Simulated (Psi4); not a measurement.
# C2F6 (SMILES FC(F)(F)C(F)(F)F): B2PLYP/6-31G(d) (density fitting for correlation, spherical functions)

Aim: the vertical singlet–triplet gap of C2F6 at B2PLYP/6-31G* (density fitting for correlation, spherical functions), from 2 runs. 

The calculation is run with Psi4 1.11.

1 further run of the same task is left out (set aside as unsound or not needed).

## (1) The molecule

C2F6: 8 atoms, total charge 0, spin state singlet. SMILES: `FC(F)(F)C(F)(F)F`. The shape is that of a PBE0-D4/def2-TZVP optimisation.

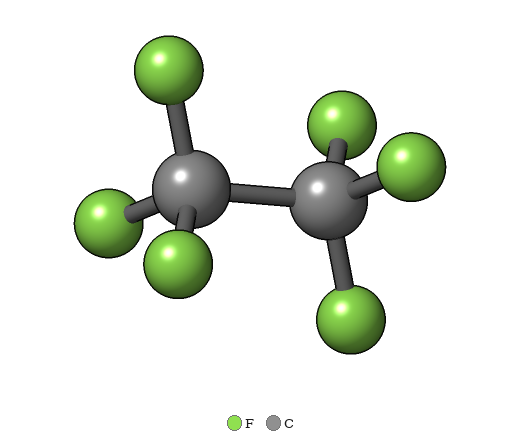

The structure, seen from a chosen angle (fluorine green, carbon grey).

## (2) A single-point energy at B2PLYP/6-31G(d) (density fitting for correlation, spherical functions)

Input file input.inp:

```
memory 2200 mb

molecule {
  0 1
  F      2.01363547    -1.44991127     2.17696450
  C      1.25222702    -0.75078819    -0.10376486
  F      3.01613518     0.68272025    -1.15447148
  F      0.90434733    -2.79038849    -1.51408637
  C     -1.25226481     0.75073150     0.10372707
  F     -0.90139936     2.79617105     1.50490230
  F     -2.01951251     1.44034925    -2.17790936
  F     -3.01316831    -0.67888411     1.16465711
  units au
  symmetry c1
}

set reference rks
set puream true
set e_convergence 1e-09
set d_convergence 1e-08
set scf_type pk
set dft_radial_points 99
set dft_spherical_points 590
set num_frozen_docc 8

result, w = energy('b2plyp/6-31G*', return_wfn=True)
```

Launch:

```
psi4 -i input.inp -o input.out -n 1
```

input.out:

```text
[...]
  Running in c1 symmetry.
[...]
  Nuclear repulsion =  464.042411905118286
[...]
  Multiplicity = 1
[...]
  Nalpha       = 33
  Nbeta        = 33
[...]
    Number of basis functions: 112
[...]
   @RKS iter   1:  -674.17882752328228   -2.22885e-01   5.84225e-03 ADIIS/DIIS
[...]
   @RKS iter   9:  -674.32142722797710   -5.34328e-12   9.85040e-09 DIIS
[...]
    Orbital Energies [Eh]
    ---------------------
    Doubly Occupied:
       1A    -25.430122     2A    -25.430117     3A    -25.430113
       4A    -25.430111     5A    -25.430087     6A    -25.430085
       7A    -10.919141     8A    -10.918837     9A     -1.533803
      10A     -1.509377    11A     -1.432274    12A     -1.432269
      13A     -1.421797    14A     -1.421792    15A     -0.915850
      16A     -0.810506    17A     -0.754533    18A     -0.732925
      19A     -0.732923    20A     -0.702469    21A     -0.702467
      22A     -0.610886    23A     -0.595277    24A     -0.595276
      25A     -0.587136    26A     -0.587135    27A     -0.562506
      28A     -0.562504    29A     -0.540522    30A     -0.540520
      31A     -0.534564    32A     -0.527344    33A     -0.467934
[...]
  @RKS Final Energy:  -674.32142722797710
   => Energetics <=
    Nuclear Repulsion Energy =            464.0424119051182856
    One-Electron Energy =               -1860.8991227438386886
    Two-Electron Energy =                 757.8281885400019746
    DFT Exchange-Correlation Energy =     -35.2929049292587607
    Empirical Dispersion Energy =           0.0000000000000000
    VV10 Nonlocal Energy =                  0.0000000000000000
    Total Energy =                       -674.3214272279770967
[...]
 Multipole Moments:
 ------------------------------------------------------------------------------------
     Multipole            Electronic (a.u.)      Nuclear  (a.u.)        Total (a.u.)
 ------------------------------------------------------------------------------------
 L = 1.  Multiply by 2.5417464519 to convert [e a0] to [Debye]
 Dipole X            :         -0.0000406           -0.0000131           -0.0000537
 Dipole Y            :         -0.0000561           -0.0000197           -0.0000758
 Dipole Z            :         -0.0000491           -0.0000148           -0.0000638
 Magnitude           :                                                    0.0001128
[...]
```

Wall time 13 s (1 thread of Intel Xeon 6975P-C (Granite Rapids), shared host); peak memory 0.83 GiB.

## (3) The triplet

Input file input.dat:

```
memory 2.2 GB

molecule {
  0 3
  F      1.065570    -0.767260     1.152000
  C      0.662650    -0.397300    -0.054910
  F      1.596070     0.361280    -0.610920
  F      0.478560    -1.476610    -0.801220
  C     -0.662670     0.397270     0.054890
  F     -0.477000     1.479670     0.796360
  F     -1.068680     0.762200    -1.152500
  F     -1.594500    -0.359250     0.616310
  symmetry c1
  no_reorient
  no_com
}

set basis 6-31G*
set reference uks
set puream true
set e_convergence 1e-09
set d_convergence 1e-08
set scf_type pk
set dft_radial_points 99
set dft_spherical_points 590
set num_frozen_docc 8
set maxiter 100

e = energy("b2plyp")
print_variables()
```

Launch:

```
psi4 input.dat output.dat -n 1
```

output.dat:

```text
[...]
  Running in c1 symmetry.
[...]
  Nuclear repulsion =  464.042411859137815
[...]
  Multiplicity = 3
[...]
  Nalpha       = 34
  Nbeta        = 32
[...]
    Number of basis functions: 112
[...]
   @UKS iter   1:  -673.76115108980389    1.94791e-01   5.36839e-03 ADIIS/DIIS
[...]
   @UKS iter  53:  -673.88512612199440    6.18456e-11   6.61377e-09 DIIS
[...]
   @S^2 Observed:                2.007774827E+00
[...]
    Orbital Energies [Eh]
    ---------------------
    Alpha Occupied:
       1A    -25.445763     2A    -25.445745     3A    -25.433764
       4A    -25.433721     5A    -25.433696     6A    -25.433634
       7A    -10.917733     8A    -10.917322     9A     -1.544244
      10A     -1.518448    11A     -1.444870    12A     -1.444102
      13A     -1.434133    14A     -1.433855    15A     -0.956717
      16A     -0.818720    17A     -0.764523    18A     -0.759046
      19A     -0.743165    20A     -0.718421    21A     -0.710369
      22A     -0.628950    23A     -0.612257    24A     -0.610005
      25A     -0.602050    26A     -0.600633    27A     -0.570361
      28A     -0.569362    29A     -0.551001    30A     -0.550596
      31A     -0.542846    32A     -0.536152    33A     -0.509925
      34A     -0.038069
[...]
  @UKS Final Energy:  -673.88512612199440
   => Energetics <=
    Nuclear Repulsion Energy =            464.0424118591378146
    One-Electron Energy =               -1860.4697879445493527
    Two-Electron Energy =                 757.8163668490467444
    DFT Exchange-Correlation Energy =     -35.2741168856295317
    Empirical Dispersion Energy =           0.0000000000000000
    VV10 Nonlocal Energy =                  0.0000000000000000
    Total Energy =                       -673.8851261219944035
[...]
 Multipole Moments:
 ------------------------------------------------------------------------------------
     Multipole            Electronic (a.u.)      Nuclear  (a.u.)        Total (a.u.)
 ------------------------------------------------------------------------------------
 L = 1.  Multiply by 2.5417464519 to convert [e a0] to [Debye]
 Dipole X            :         -0.0002536            0.0001134           -0.0001403
 Dipole Y            :         -0.0003286            0.0001701           -0.0001585
 Dipole Z            :         -0.0001289            0.0002835            0.0001546
 Magnitude           :                                                    0.0002621
[...]
```

It took 82 s on 1 thread of Intel Xeon 6975P-C (Granite Rapids), shared host; peak memory 0.83 GiB.

## (4) Outcome

Level: B2PLYP/6-31G* (density fitting for correlation, spherical functions), 8 core orbitals frozen.

```
                                                         quantity          value
                                            singlet: total energy  -674.73127 Eh
                       singlet: HOMO energy (SCF part's orbitals)      -12.73 eV
                       singlet: LUMO energy (SCF part's orbitals)        4.83 eV
                     singlet: HOMO–LUMO gap (SCF part's orbitals)       17.56 eV
                                            triplet: total energy  -674.31497 Eh
triplet: HOMO energy (SCF part's orbitals) (highest over α and β)       -1.04 eV
                                                    triplet: ⟨S²⟩          2.008
                 vertical energy of the triplet above the singlet      11.328 eV
```

**Reading.** At this shape the triplet lies 11.33 eV (1093 kJ/mol) above the singlet.
